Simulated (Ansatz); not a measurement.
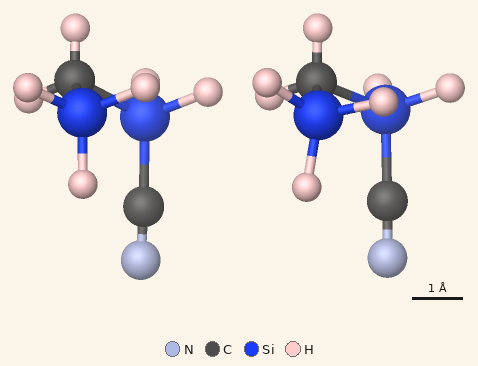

Two geometries of C2H7NSi2, drawn at one scale. One is the start of a relaxation, the other its converged end. Style: ball-and-stick. Shown from a free direction.

Theory: RKS B3LYP-D4/6-31G* (Ansatz 0.2.0). Settings: no spin polarisation; force threshold 0.02 eV/Å; at most 50 steps.

### Which geometry has the lower energy?

The right one is the relaxed one. The run prepares an end point of a later path (hydrogen shift) calculation, from a guessed geometry. Over 12 geometry steps the energy falls by 0.621 eV. Largest force component: 8.5 eV/Å at the start, 0.018 eV/Å at the end. An H atom moves most after the best rigid fit: 0.32 Å. By element the largest moves are H 0.32 Å, N 0.27 Å, Si 0.19 Å, C 0.17 Å. Among the contacts that change: C–Si 1.826 → 1.896 Å, C–N 1.100 → 1.163 Å, H–Si 1.527 → 1.482 Å, H–Si 1.449 → 1.488 Å. Bond angles that change, for instance: Si–C–Si 106.4° → 115.2°, Si–C–H 116.6° → 108.7°, C–Si–C 116.3° → 109.0°.
